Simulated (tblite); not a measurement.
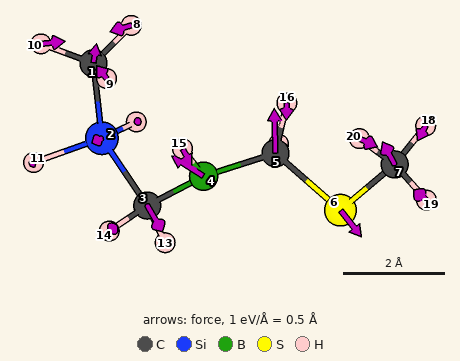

Starting geometry of C₄H₁₃BSSi with the computed forces as purple arrows. The picture is a ball-and-stick view, seen at a tilt.

Level of theory: GFN2-xTB geometry optimisation, gas phase (tblite 0.8.0). 

> Is this structure relaxed? If not, where do the atoms go?

It isn't relaxed: the largest force vector, on a C atom, is 1.85 eV/Å. The final displacements have little in common with the starting forces (cosine between the two patterns 0.13). The atom that moves furthest after the best rigid fit is an H atom (1.18 Å). Largest moves by element: H 1.18 Å, C 0.71 Å, B 0.67 Å, S 0.48 Å, Si 0.24 Å. Among the contacts that change: B–S 2.795 → 2.104 Å, C–H 1.123 → 1.084 Å, C–S 1.802 → 1.838 Å, C–Si 1.863 → 1.899 Å. Bond angles that change, for instance: B–C–S 112.0° → 75.9°, B–C–H 108.4° → 123.8°, B–C–H 113.0° → 120.3°. Groups turn about C–Si by about 45°, C–S by about 20°. Over 175 geometry steps the energy falls by 73.2 kJ/mol.
